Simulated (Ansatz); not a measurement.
## Run report: Si₉ (charge +1), geometry relaxation (part 2 of 2)

Continued. System: Si₉, charge +1, multiplicity 2. Method: UKS PBE-D4/def2-SVP (Ansatz 0.2.0). The geometry: GFN2-xTB start.

Geometry of the input (Å):
```
Si -0.4625  3.0547  -1.3215
Si 1.0999  -2.3840  1.9700
Si 1.9180  -0.3723  2.4265
Si -1.5962  1.4449  -2.3495
Si -1.5107  -2.6118  -1.1882
Si 1.8401  1.7688  1.8534
Si -0.2711  -3.3435  0.5052
Si 0.9849  3.1764  0.3642
Si -2.0023  -0.7332  -2.2601
```

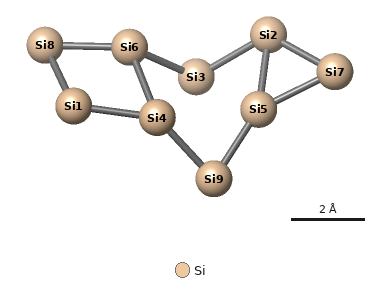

**Figure 1.** The geometry at step 19 of the log (ball-and-stick view, seen at an oblique angle; atoms are numbered from 1 in the order of the input).

**Trajectory as extended XYZ, continued**
```
9
Properties=species:S:1:pos:R:3:forces:R:3 step=7 energy=-70826.23437
Si   -0.3092    3.4379   -1.4599    0.1344  -0.1993  -0.1861
Si    0.8127   -2.5213    1.8180   -0.3619   0.2837  -0.3203
Si    1.5883   -0.4231    1.6159   -0.0152  -0.1029  -0.5627
Si   -1.4932    1.5148   -1.9719   -0.1811  -0.0519   0.3426
Si   -1.1503   -2.6239   -0.8372    0.5000   0.1852   0.4439
Si    1.3622    1.7717    1.6088   -0.3246  -0.0110   0.0409
Si   -0.3571   -4.1819    0.6748   -0.1129  -0.0841   0.0005
Si    1.1039    3.6850    0.3675    0.1150  -0.0322   0.1859
Si   -1.5572   -0.6590   -1.8160    0.2463   0.0124   0.0551
9
Properties=species:S:1:pos:R:3:forces:R:3 step=8 energy=-70826.75351
Si   -0.2417    3.3903   -1.4884    0.2113  -0.3279  -0.1384
Si    0.6977   -2.4582    1.7288   -0.5225   0.2727  -0.5145
Si    1.5882   -0.4283    1.4309    0.0166   0.0475  -0.5706
Si   -1.5530    1.5155   -1.8746   -0.1965  -0.0126   0.4626
Si   -1.0044   -2.5554   -0.7275    0.6409   0.2053   0.7129
Si    1.2622    1.7653    1.6280   -0.3287  -0.1655   0.0671
Si   -0.3854   -4.2570    0.7035   -0.1085   0.0261  -0.0447
Si    1.1211    3.6886    0.3934    0.0247  -0.0576   0.0910
Si   -1.4847   -0.6608   -1.7942    0.2627   0.0119  -0.0654
9
Properties=species:S:1:pos:R:3:forces:R:3 step=9 energy=-70827.32146
Si   -0.1795    3.3249   -1.5060    0.1723  -0.4065  -0.1976
Si    0.5858   -2.3925    1.6197   -0.4812   0.2875  -0.5278
Si    1.5738   -0.4188    1.2803    0.0468  -0.0663  -0.5462
Si   -1.5931    1.5091   -1.7680   -0.1393  -0.0259   0.5884
Si   -0.8706   -2.4815   -0.6072    0.5955   0.3280   0.7992
Si    1.1796    1.7436    1.6302   -0.3533  -0.0853   0.1233
Si   -0.4068   -4.2985    0.7184   -0.1017  -0.0114  -0.0647
Si    1.1233    3.6762    0.4094    0.0332  -0.0064   0.0844
Si   -1.4125   -0.6626   -1.7767    0.2278  -0.0136  -0.2590
9
Properties=species:S:1:pos:R:3:forces:R:3 step=10 energy=-70827.95853
Si   -0.0862    3.2060   -1.5302    0.2739  -0.4879   0.0027
Si    0.5007   -2.3135    1.5523   -0.1699   0.0140   0.0060
Si    1.5545   -0.4034    1.0833    0.1568  -0.2193  -0.5457
Si   -1.6364    1.4861   -1.5825   -0.0569   0.1603   0.8592
Si   -0.7559   -2.3810   -0.5042    0.2322   0.1119   0.6601
Si    1.0548    1.7087    1.6317   -0.4749   0.2009  -0.0637
Si   -0.4264   -4.2907    0.7276   -0.0828   0.1176  -0.1174
Si    1.1238    3.6545    0.4307   -0.0759   0.1298  -0.0254
Si   -1.3289   -0.6667   -1.8086    0.1975  -0.0273  -0.7758
9
Properties=species:S:1:pos:R:3:forces:R:3 step=11 energy=-70828.45580
Si   -0.0155    3.1046   -1.5334    0.0627  -0.6008   0.2431
Si    0.4796   -2.2926    1.5490    0.2242   0.0277   0.5293
Si    1.5572   -0.4085    0.9833    0.1293  -0.2928  -0.4466
Si   -1.6482    1.4503   -1.3910    0.2252   0.0389   0.7615
Si   -0.7328   -2.2859   -0.4183   -0.0850   0.0713   0.1472
Si    0.9591    1.6981    1.5818   -0.6019   0.2355  -0.3577
Si   -0.4440   -4.2709    0.7104   -0.1084   0.2730  -0.1537
Si    1.1135    3.6865    0.4428    0.0011   0.1042  -0.0238
Si   -1.2691   -0.6817   -1.9246    0.1527   0.1429  -0.6993
9
Properties=species:S:1:pos:R:3:forces:R:3 step=12 energy=-70829.00959
Si    0.0276    2.9996   -1.4785   -0.0950  -0.5892   0.4047
Si    0.4897   -2.2830    1.5908    0.2762  -0.0478   0.5503
Si    1.5671   -0.4292    0.8996   -0.1122  -0.2420  -0.4622
Si   -1.6280    1.3987   -1.2025    0.4998  -0.2286   0.5643
Si   -0.7204   -2.1951   -0.3613   -0.0438   0.2892  -0.1043
Si    0.8114    1.6817    1.4518   -0.6097   0.3131  -0.6630
Si   -0.4687   -4.2192    0.6925   -0.1298   0.1950  -0.0594
Si    1.1390    3.7353    0.4540    0.0805   0.0547   0.0837
Si   -1.2176   -0.6887   -2.0464    0.1341   0.2557  -0.3142
9
Properties=species:S:1:pos:R:3:forces:R:3 step=13 energy=-70829.53831
Si    0.0473    2.9293   -1.4011   -0.0983  -0.4520   0.5236
Si    0.5117   -2.2961    1.6409    0.1776  -0.1311   0.3681
Si    1.5186   -0.4480    0.8132   -0.3632  -0.0809  -0.4963
Si   -1.5714    1.3454   -1.0633    0.5753  -0.4066   0.4980
Si   -0.6923   -2.1369   -0.3340    0.1138   0.4326  -0.0732
Si    0.6875    1.6854    1.3011   -0.5793   0.3089  -0.8995
Si   -0.4963   -4.1759    0.6859   -0.1512   0.0108   0.0477
Si    1.1742    3.7879    0.4695    0.1493   0.0580   0.1176
Si   -1.1792   -0.6910   -2.1121    0.1760   0.2602  -0.0860
9
Properties=species:S:1:pos:R:3:forces:R:3 step=14 energy=-70830.08674
Si    0.0569    2.8834   -1.3192   -0.0998  -0.1879   0.5706
Si    0.5328   -2.3164    1.6785    0.1379  -0.2103   0.2607
Si    1.4417   -0.4604    0.7275   -0.4557   0.1049  -0.4167
Si   -1.5026    1.2852   -0.9411    0.6454  -0.4883   0.4925
Si   -0.6559   -2.0905   -0.3111    0.1205   0.4114  -0.0962
Si    0.5755    1.7029    1.1423   -0.5636   0.1836  -0.9869
Si   -0.5257   -4.1489    0.6879   -0.1557  -0.0806   0.1387
Si    1.2159    3.8359    0.4874    0.1803   0.0383   0.0437
Si   -1.1386   -0.6911   -2.1524    0.1906   0.2287  -0.0064
9
Properties=species:S:1:pos:R:3:forces:R:3 step=15 energy=-70830.56874
Si    0.0380    2.8867   -1.2410   -0.0929   0.3485   0.1844
Si    0.5576   -2.3465    1.7026    0.0627  -0.1543   0.0942
Si    1.3523   -0.4569    0.6611   -0.4887  -0.0586  -0.3503
Si   -1.4006    1.2129   -0.8276    0.5081  -0.5347   0.3375
Si   -0.6290   -2.0618   -0.3012    0.2628   0.2968   0.0744
Si    0.4677    1.7241    0.9813   -0.3551  -0.0130  -0.3952
Si   -0.5592   -4.1409    0.7043   -0.1332   0.0248   0.1263
Si    1.2673    3.8682    0.4967    0.1206  -0.0347  -0.0523
Si   -1.0942   -0.6858   -2.1761    0.1156   0.1253  -0.0191
9
Properties=species:S:1:pos:R:3:forces:R:3 step=16 energy=-70830.88981
Si   -0.0295    2.9812   -1.1989   -0.2487   0.2312  -0.0196
Si    0.5828   -2.3809    1.7322    0.0241  -0.0264   0.1355
Si    1.2311   -0.4771    0.5719   -0.1225   0.0204  -0.1850
Si   -1.2548    1.1154   -0.7423    0.2922  -0.2923  -0.1048
Si   -0.5729   -2.0174   -0.2798    0.0608   0.1169  -0.1039
Si    0.3941    1.7292    0.9093    0.0671   0.0576   0.0850
Si   -0.6054   -4.1167    0.7281   -0.1090   0.0550   0.0324
Si    1.3111    3.8656    0.4897    0.0187  -0.1587   0.0427
Si   -1.0565   -0.6994   -2.2104    0.0174  -0.0037   0.1177
9
Properties=species:S:1:pos:R:3:forces:R:3 step=17 energy=-70830.99380
Si   -0.1526    3.0673   -1.1365   -0.1159  -0.0344   0.2012
Si    0.5720   -2.3346    1.7494   -0.1170  -0.0034  -0.0437
Si    1.2201   -0.4744    0.4720    0.3537   0.0493   0.0215
Si   -1.1003    0.9968   -0.7410   -0.0744  -0.0112  -0.3928
Si   -0.5523   -1.9854   -0.2942   -0.1054  -0.1813  -0.0403
Si    0.4119    1.7216    0.9272    0.1550   0.0894   0.1682
Si   -0.6728   -4.0554    0.7659   -0.0318   0.0648   0.0719
Si    1.3241    3.8317    0.5150   -0.0293   0.0228  -0.0285
Si   -1.0503   -0.7674   -2.2578   -0.0351   0.0040   0.0424
9
Properties=species:S:1:pos:R:3:forces:R:3 step=18 energy=-70831.07760
Si   -0.2846    3.1419   -1.0138   -0.0518  -0.2832   0.2050
Si    0.5408   -2.2764    1.7490   -0.0656   0.0552  -0.1782
Si    1.3339   -0.4967    0.3931    0.1292  -0.0255   0.0544
Si   -1.0208    0.9308   -0.8188    0.1109   0.2701  -0.1387
Si   -0.5398   -1.9895   -0.3174   -0.0372  -0.0903   0.0400
Si    0.4659    1.6873    0.9165    0.0717   0.0391  -0.0590
Si   -0.7666   -3.9954    0.8501   -0.0093   0.1135   0.0740
Si    1.3139    3.8372    0.5589   -0.1454  -0.0683  -0.0250
Si   -1.0426   -0.8392   -2.3176   -0.0026  -0.0105   0.0276
9
Properties=species:S:1:pos:R:3:forces:R:3 step=19 energy=-70831.14633
Si   -0.3937    3.1525   -0.8906   -0.0386  -0.2796   0.0950
Si    0.5428   -2.2050    1.7117   -0.0056  -0.0237  -0.0779
Si    1.4557   -0.5336    0.2921   -0.0435  -0.0450   0.0197
Si   -0.9228    0.8924   -0.9001    0.0507   0.1871  -0.0390
Si   -0.5486   -1.9807   -0.3324   -0.0168  -0.0706   0.0031
Si    0.5414    1.6210    0.8886    0.0513   0.0959  -0.1651
Si   -0.8865   -3.8943    0.9697    0.0237   0.1822   0.0383
Si    1.2309    3.8398    0.6334   -0.0487  -0.0280   0.0945
Si   -1.0193   -0.8921   -2.3723    0.0275  -0.0183   0.0314
9
Properties=species:S:1:pos:R:3:forces:R:3 step=20 energy=-70831.19392
Si   -0.4633    3.1528   -0.7961   -0.0248  -0.2145   0.0053
Si    0.5757   -2.1851    1.6754   -0.0510  -0.0358   0.0078
Si    1.5110   -0.5842    0.1973    0.0105   0.0065  -0.0837
Si   -0.8622    0.8849   -0.9763    0.1207   0.1447   0.1129
Si   -0.5568   -2.0067   -0.3469   -0.0773  -0.0335   0.0982
Si    0.6486    1.5859    0.8060   -0.0107   0.1238  -0.1166
Si   -1.0045   -3.7976    1.0944    0.0828   0.2234  -0.0451
Si    1.1284    3.8852    0.7474   -0.0847  -0.2145   0.0515
Si   -0.9769   -0.9353   -2.4010    0.0345  -0.0001  -0.0304
9
Properties=species:S:1:pos:R:3:forces:R:3 step=21 energy=-70831.23615
Si   -0.5138    3.0958   -0.7265   -0.0463  -0.1053   0.0775
Si    0.5958   -2.0850    1.6553   -0.1045  -0.1273  -0.0706
Si    1.5922   -0.6337    0.0458   -0.0848   0.0386  -0.0381
Si   -0.8156    0.8363   -1.0099    0.0930   0.0956  -0.0454
Si   -0.6093   -1.9426   -0.3306   -0.0097  -0.1220   0.0393
Si    0.7202    1.5026    0.7492    0.0675   0.3635  -0.0894
Si   -1.0744   -3.6462    1.1961    0.0812   0.2064   0.0093
Si    1.0183    3.8391    0.8773   -0.0567  -0.3318   0.0141
Si   -0.9135   -0.9664   -2.4567    0.0602  -0.0177   0.1033
9
Properties=species:S:1:pos:R:3:forces:R:3 step=22 energy=-70831.28989
Si   -0.6237    3.0833   -0.6114    0.0553  -0.2397   0.0427
Si    0.6219   -2.0572    1.6159   -0.1068  -0.0140  -0.0464
Si    1.6042   -0.6701   -0.0922   -0.0398  -0.0577  -0.1172
Si   -0.7173    0.8271   -1.0797    0.0140   0.0605   0.0757
Si   -0.6639   -1.9524   -0.3205   -0.0765   0.0587   0.0099
Si    0.8273    1.4857    0.6655   -0.0793   0.3954  -0.0375
Si   -1.1685   -3.5257    1.3234    0.1356   0.1915  -0.0517
Si    0.9302    3.8166    0.9807   -0.0232  -0.3547  -0.0077
Si   -0.8101   -1.0072   -2.4816    0.1208  -0.0400   0.1322
9
Properties=species:S:1:pos:R:3:forces:R:3 step=23 energy=-70831.39246
Si   -0.7035    3.0378   -0.5093    0.0420  -0.3385   0.0184
Si    0.6271   -1.9585    1.5781   -0.0692   0.0130  -0.0887
Si    1.5872   -0.7052   -0.2829   -0.1372  -0.0058  -0.1303
Si   -0.6873    0.7962   -1.1032    0.0230  -0.0056   0.1114
Si   -0.7581   -1.9094   -0.2940   -0.1118   0.2043  -0.1134
Si    0.8902    1.4460    0.6023   -0.0853   0.3403  -0.0633
Si   -1.2069   -3.3986    1.4316    0.1056   0.1342  -0.0291
Si    0.8766    3.7351    1.0785    0.0226  -0.3108  -0.0096
Si   -0.6255   -1.0433   -2.5011    0.2103  -0.0312   0.3046
9
Properties=species:S:1:pos:R:3:forces:R:3 step=24 energy=-70831.51864
Si   -0.7589    2.9844   -0.4367    0.0024  -0.2957   0.0371
Si    0.6279   -1.8904    1.5313    0.0346   0.0353  -0.0222
Si    1.5403   -0.7216   -0.4251    0.1662  -0.0344  -0.0180
Si   -0.6896    0.7611   -1.0912   -0.1729   0.0250   0.0090
Si   -0.8576   -1.8423   -0.2663   -0.2656   0.1687  -0.1844
Si    0.9338    1.4268    0.5539   -0.0350   0.2719  -0.0487
Si   -1.2192   -3.3227    1.4842    0.0492   0.0904   0.0004
Si    0.8576    3.6763    1.1252    0.0503  -0.2485  -0.0076
Si   -0.4343   -1.0717   -2.4753    0.1710  -0.0127   0.2344
9
Properties=species:S:1:pos:R:3:forces:R:3 step=25 energy=-70831.64155
Si   -0.8307    2.9168   -0.3532    0.0453  -0.1655   0.1252
Si    0.6293   -1.8405    1.4796    0.1643   0.1275  -0.1046
Si    1.5808   -0.7421   -0.5015   -0.2404   0.0667   0.1644
Si   -0.7557    0.7296   -1.0775   -0.0261  -0.2210  -0.0570
Si   -0.9734   -1.7505   -0.2466   -0.0795   0.1621  -0.2697
Si    0.9692    1.4156    0.4708    0.0222  -0.0022  -0.1105
Si   -1.2368   -3.2471    1.5121   -0.0022   0.0813   0.0098
Si    0.8626    3.6061    1.1467    0.0310  -0.0501   0.0124
Si   -0.2452   -1.0878   -2.4303    0.0853   0.0014   0.2299
9
Properties=species:S:1:pos:R:3:forces:R:3 step=26 energy=-70831.74589
Si   -0.8999    2.7932   -0.2191    0.1185   0.0459   0.1242
Si    0.6367   -1.7526    1.4226    0.1222   0.0527  -0.0774
Si    1.5480   -0.7305   -0.5428   -0.3742   0.1038   0.1498
Si   -0.7939    0.6567   -1.0726    0.1191  -0.1864  -0.0583
Si   -1.0628   -1.6784   -0.2788    0.0919   0.0322  -0.1146
Si    1.0149    1.4095    0.3987    0.0499  -0.0820  -0.0596
Si   -1.2547   -3.1239    1.5367   -0.0183   0.0415   0.0285
Si    0.8877    3.5509    1.1641   -0.0968  -0.0211  -0.0368
Si   -0.0761   -1.1249   -2.4088   -0.0124   0.0134   0.0443
9
Properties=species:S:1:pos:R:3:forces:R:3 step=27 energy=-70831.76049
Si   -0.9100    2.7134   -0.1508    0.0079   0.0845  -0.0029
Si    0.6746   -1.7095    1.4025   -0.0209  -0.0797   0.0386
Si    1.4543   -0.7138   -0.5690    0.2134  -0.0204   0.0220
Si   -0.7812    0.6064   -1.0913   -0.0521   0.1535  -0.0906
Si   -1.0670   -1.6460   -0.3127   -0.0018  -0.1752   0.1107
Si    1.0511    1.4030    0.3721    0.0312  -0.0198   0.0166
Si   -1.2703   -2.9982    1.5836   -0.0280   0.0074   0.0015
Si    0.8607    3.4990    1.2122   -0.0515   0.0699   0.0237
Si   -0.0121   -1.1543   -2.4467   -0.0982  -0.0202  -0.1196
9
Properties=species:S:1:pos:R:3:forces:R:3 step=28 energy=-70831.77413
Si   -0.8990    2.7464   -0.1806   -0.0249  -0.0250  -0.0431
Si    0.6909   -1.7618    1.3964   -0.0014   0.0143   0.0164
Si    1.4889   -0.7174   -0.5657   -0.0159  -0.0157  -0.0466
Si   -0.7750    0.6284   -1.1058   -0.0139   0.0372   0.0122
Si   -1.0422   -1.6679   -0.3023   -0.0010  -0.0133   0.0751
Si    1.0425    1.4071    0.3790    0.0051  -0.0250   0.0215
Si   -1.2893   -2.9954    1.5998    0.0051   0.0176  -0.0348
Si    0.8363    3.5117    1.2276    0.0117  -0.0158   0.0062
Si   -0.0531   -1.1511   -2.4483    0.0352   0.0256  -0.0070
9
Properties=species:S:1:pos:R:3:forces:R:3 step=29 energy=-70831.77500
Si   -0.8929    2.7509   -0.1996    0.0157  -0.0181   0.0122
Si    0.6968   -1.7377    1.4078    0.0094  -0.0044  -0.0350
Si    1.4923   -0.7279   -0.5796   -0.0294   0.0275   0.0061
Si   -0.7813    0.6357   -1.1187    0.0282   0.0131   0.0153
Si   -1.0315   -1.6599   -0.2940    0.0238   0.0166  -0.0300
Si    1.0238    1.3786    0.3977   -0.0155   0.0069  -0.0299
Si   -1.2786   -2.9832    1.6028   -0.0253  -0.0130   0.0279
Si    0.8319    3.4871    1.2405   -0.0082  -0.0021   0.0043
Si   -0.0606   -1.1437   -2.4569    0.0014  -0.0266   0.0292
9
Properties=species:S:1:pos:R:3:forces:R:3 step=30 energy=-70831.77584
Si   -0.8951    2.7468   -0.1951    0.0041  -0.0031   0.0028
Si    0.7012   -1.7478    1.3990    0.0028  -0.0077   0.0042
Si    1.4898   -0.7227   -0.5812   -0.0012  -0.0004   0.0050
Si   -0.7768    0.6350   -1.1193    0.0006  -0.0085  -0.0114
Si   -1.0328   -1.6577   -0.2935   -0.0028   0.0069  -0.0062
Si    1.0287    1.3851    0.3906   -0.0031   0.0047  -0.0013
Si   -1.2861   -2.9761    1.6083    0.0071   0.0092  -0.0012
Si    0.8272    3.4875    1.2452   -0.0013   0.0000   0.0053
Si   -0.0562   -1.1502   -2.4540   -0.0061  -0.0011   0.0027
```

**Results in brief**

```csv
quantity,value
outcome,converged
total energy,−70831.7759 eV
mean-field energy,−70830.9006 eV
dispersion energy,−0.8753 eV
⟨S²⟩,0.759
HOMO (either spin),−9.16 eV
LUMO (either spin),−8.68 eV
largest force (length of the vector) at the end,0.014 eV/Å
hardware,"4 threads of Arm Neoverse V2, 23 GiB of memory available, shared host"
wall time,1.8 min (CPU time 6.8 min)
peak memory,0.33 GiB
```
